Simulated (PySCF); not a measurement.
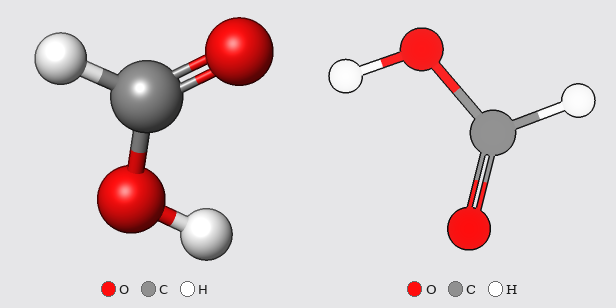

The same structure drawn twice, from different directions.

Computed geometry: GFN2-xTB optimisation. No frequency run is at hand to confirm it as a minimum.

**Which formula does it have?**

CH2O2, 5 atoms: 1 carbon, 2 hydrogen and 2 oxygen.

**Which point group does it belong to?**

Cs.

**How many bonds of each kind are drawn?**

2 C–O, 1 C–H, 1 O–H.

**How many atoms are distinct by symmetry?**

5: 1 O, 1 C, 1 O, 1 H, 1 H.

More results for the same structure follow; atom numbers are the same in all pictures, views and colours differ.

Dipole moment

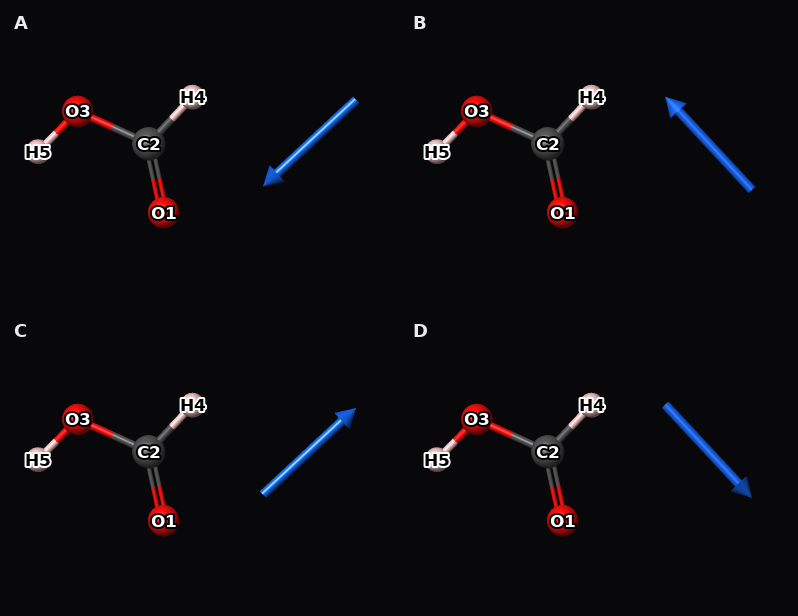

The same molecule four times, each with an arrow. No frequency run is at hand to confirm it as a minimum. Method: B3LYP/pcJ-1, gas phase (PySCF 2.14.0).

**Which arrow points along the dipole moment, from the negative to the positive end?**

B. The dipole moment is 1.66 D; it points from the side of O1 to the side of O3, H5 (the outermost atoms at the two ends).

NMR shielding

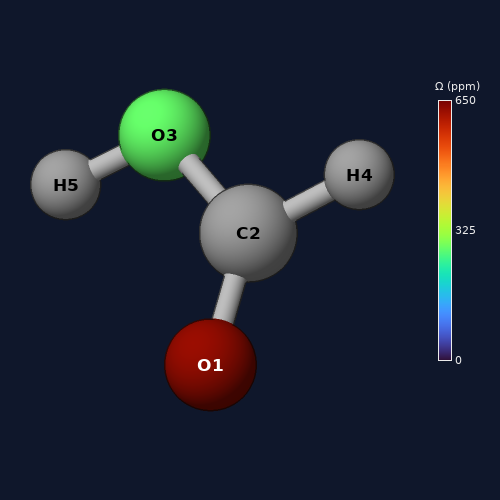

The O atoms are coloured by the span of their shielding tensor. No frequency run is at hand to confirm it as a minimum. Method: GIAO PBE0/pcSseg-1 NMR shielding, non-relativistic, gas phase (PySCF 2.14.0). Principal shieldings σ11 ≤ σ22 ≤ σ33, span Ω = σ33 − σ11, skew κ = 3(σiso − σ22)/Ω.

**Which O atom has the most anisotropic shielding?**

O1, with a span of 629 ppm.

Give the shielding tensors of the O atoms.

| atom | σ11 | σ22 | σ33 | σiso | Ω | κ |
| --- | --- | --- | --- | --- | --- | --- |
| O1 | −366.2 | −226.7 | 263.0 | −110.0 | 629.2 | 0.56 |
| O3 | −31.9 | 163.2 | 247.9 | 126.4 | 279.8 | −0.39 |

Shieldings and span in ppm.

Spin–spin coupling

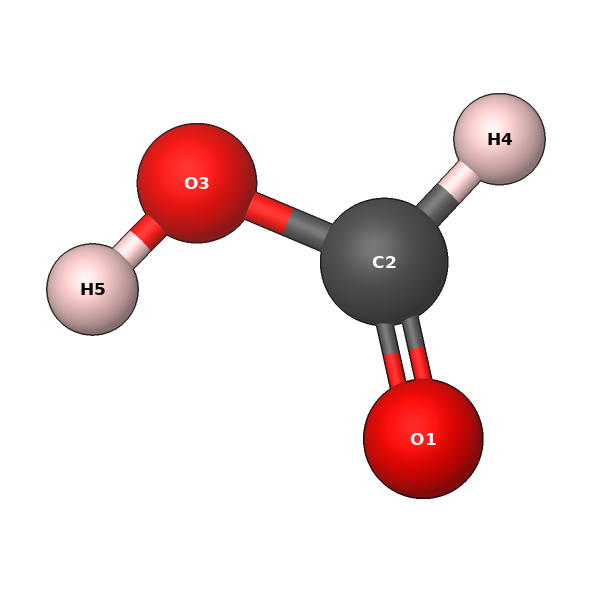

No frequency run is at hand to confirm it as a minimum. Method: B3LYP/pcJ-1 indirect spin-spin coupling, non-relativistic, gas phase (PySCF 2.14.0). Isotopes: 13C, 1H, 17O.

Give the spin–spin coupling constants of these pairs, with the number of bonds between them: O1/C2, C2/O3, C2/H4, O3/H5, O1/O3, O1/H4, C2/H5, O3/H4, O1/H5, H4/H5.

```tsv
pair	bonds apart	J (Hz)
O1, C2	1	26.3
C2, O3	1	34.5
C2, H4	1	227.3
O3, H5	1	−75.3
O1, O3	2	−7.0
O1, H4	2	−9.6
C2, H5	2	−6.9
O3, H4	2	−47.9
O1, H5	3	1.8
H4, H5	3	17.8
```

Bond orders

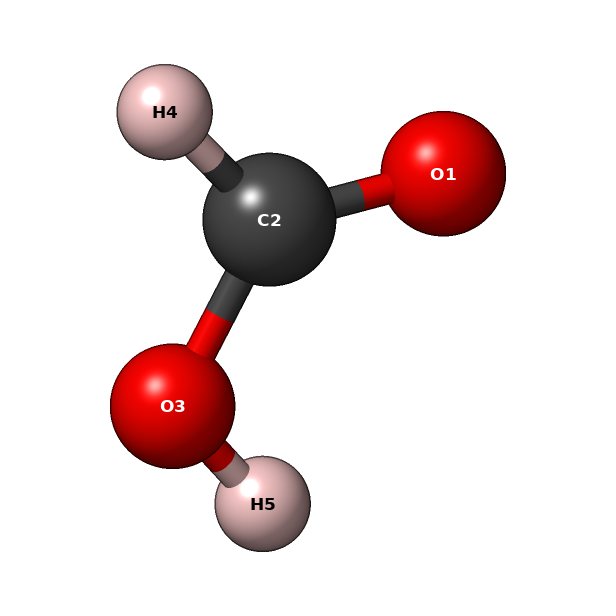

Every bond is drawn as one stick. No frequency run is at hand to confirm it as a minimum. Method: PBE0/pcSseg-1 (PySCF 2.14.0).

**Which bond has the highest Mayer bond order?**

O1–C2, 1.99, at a length of 1.193 Å.

List the Mayer bond orders of O1–C2, C2–O3, C2–H4, O3–H5.

| bond | Mayer order | length (Å) |
| --- | --- | --- |
| O1–C2 | 1.99 | 1.193 |
| C2–O3 | 1.16 | 1.322 |
| C2–H4 | 0.92 | 1.101 |
| O3–H5 | 0.92 | 0.973 |
